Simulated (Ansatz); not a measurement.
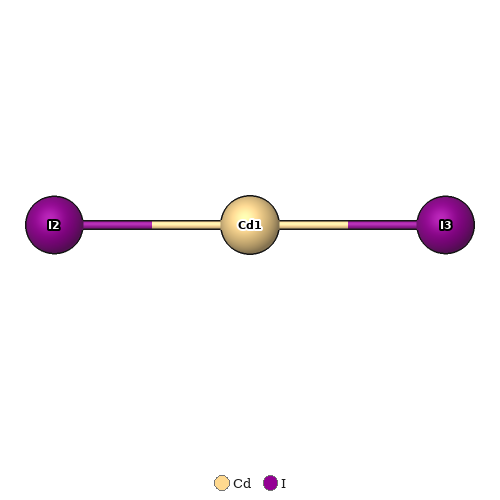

The system is CdI2; the picture shows the reference structure. 
- Coordinates scanned: (1) angle I2–Cd1–I3 (carried through 180); (2) change of the bonds Cd1–I2, Cd1–I3, all alike.
- Nothing is relaxed (all other coordinates rigid).
- Grid: 15 × 15 points; 138 points were computed and 87 follow by symmetry.
- Points are written as (first, second).
- Energies are in kcal/mol, from the lowest grid point.
- Level of theory: Ansatz 0.2.0, RKS SPW92 (LDA)/def2-TZVP.

Its coordinates:

```
atom    x (Å)    y (Å)    z (Å)
  Cd  -0.0006  -0.0004   0.0000
   I  -0.0163  -0.0202   2.5469
   I   0.0169   0.0206  -2.5469
```

Range: angle I2–Cd1–I3 (carried through 180) from 140.0 to 220.0°; change of the bonds Cd1–I2, Cd1–I3, all alike from −0.280 to 0.433 Å.

**Predict the map.**

The lowest grid point is at (180.0°, 0.025 Å). No other kind of well shows on this grid. The highest grid point, (140.0°, −0.280 Å), lies 39.9 kcal/mol above the lowest. Round the minimum the two coordinates are nearly uncoupled.

```
second ↓, first →  140.0  145.7  151.4  157.1  162.9  168.6  174.3  180.0  185.7  191.4  197.1  202.9  208.6  214.3  220.0
            0.433   30.4   29.3   28.4   27.7   27.1   26.7   26.4   26.3   26.4   26.7   27.1   27.7   28.4   29.3   30.4
            0.382   26.1   25.0   24.0   23.2   22.6   22.1   21.9   21.8   21.9   22.1   22.6   23.2   24.0   25.0   26.1
            0.331   22.0   20.8   19.8   18.9   18.3   17.8   17.5   17.4   17.5   17.8   18.3   18.9   19.8   20.8   22.0
            0.280   18.2   16.9   15.8   14.9   14.2   13.6   13.3   13.2   13.3   13.6   14.2   14.9   15.8   16.9   18.2
            0.229   14.7   13.3   12.1   11.2   10.4    9.8    9.5    9.4    9.5    9.8   10.4   11.2   12.1   13.3   14.7
            0.178   11.7   10.2    9.0    7.9    7.1    6.5    6.1    6.0    6.1    6.5    7.1    7.9    9.0   10.2   11.7
            0.127    9.3    7.7    6.4    5.2    4.3    3.7    3.3    3.2    3.3    3.7    4.3    5.2    6.4    7.7    9.3
            0.076    7.6    6.0    4.5    3.3    2.4    1.7    1.3    1.1    1.3    1.7    2.4    3.3    4.5    6.0    7.6
            0.025    7.0    5.2    3.6    2.3    1.3    0.6    0.1    0.0    0.1    0.6    1.3    2.3    3.6    5.2    7.0
           −0.025    7.5    5.6    3.9    2.5    1.4    0.6    0.2    0.0    0.2    0.6    1.4    2.5    3.9    5.6    7.5
           −0.076    9.5    7.4    5.6    4.1    3.0    2.1    1.6    1.4    1.6    2.1    3.0    4.1    5.6    7.4    9.5
           −0.127   13.3   11.0    9.1    7.5    6.3    5.4    4.8    4.6    4.8    5.4    6.3    7.5    9.1   11.0   13.3
           −0.178   19.3   16.9   14.8   13.1   11.7   10.8   10.2   10.0   10.2   10.8   11.7   13.1   14.8   16.9   19.3
           −0.229   27.9   25.4   23.2   21.3   19.9   18.8   18.2   18.0   18.2   18.8   19.9   21.3   23.2   25.4   28.0
           −0.280   39.9   37.1   34.8   32.8   31.2   30.1   29.4   29.2   29.4   30.1   31.2   32.8   34.8   37.1   39.9
```

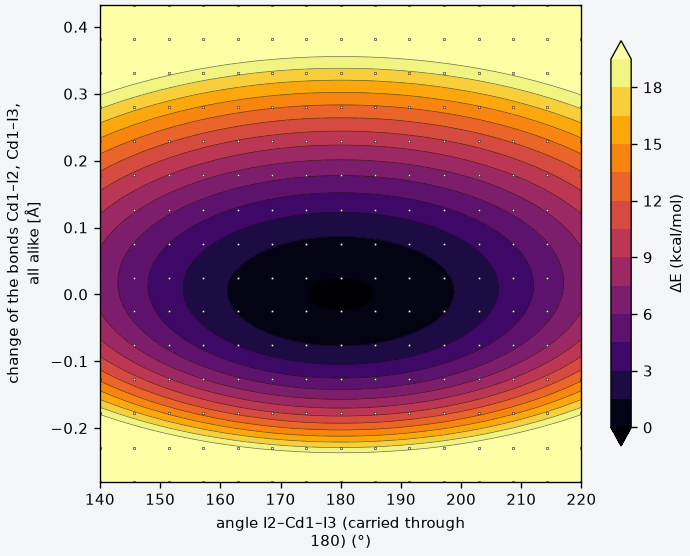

Drawn: filled contours, dots at the grid points, one colour for all values above the top of the scale. Between grid points the surface is interpolated.

Time for the 138 points that were run: 6.5 min on 1 thread of Arm Neoverse V1 (shared host).
